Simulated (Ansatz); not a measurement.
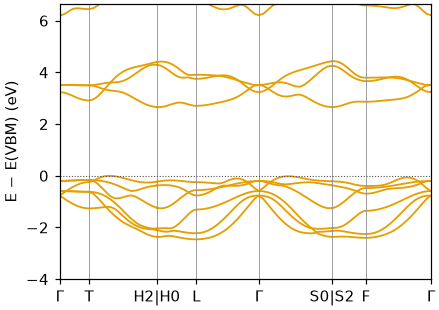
Band structure from the program Ansatz at the PBE level (PAW)

The gap is 2.65 eV; an edge lies off the plotted path or next to a special point (maximum off the standard path, minimum on the H0–L line, 3 % of the way from H0).

The material is PbI2 in space group R3m (No. 160; Pb on 3a, I on 3a, I on 3a).

A made-up cell: these elements were put on the sites of a structure type; neither database checked (COD, Materials Project) lists it. It is not the phase usual at ambient conditions (space group No. 164). The cell was relaxed with PBE under the symmetry of its start; its stability against distortions is not shown here. A crystal of weakly bound layers computed without a dispersion correction: the cell and the soft elastic constants depend strongly on that. Spin–orbit coupling is left out wherever it is not named.

Potentials: the later of the program's two PAW sets.
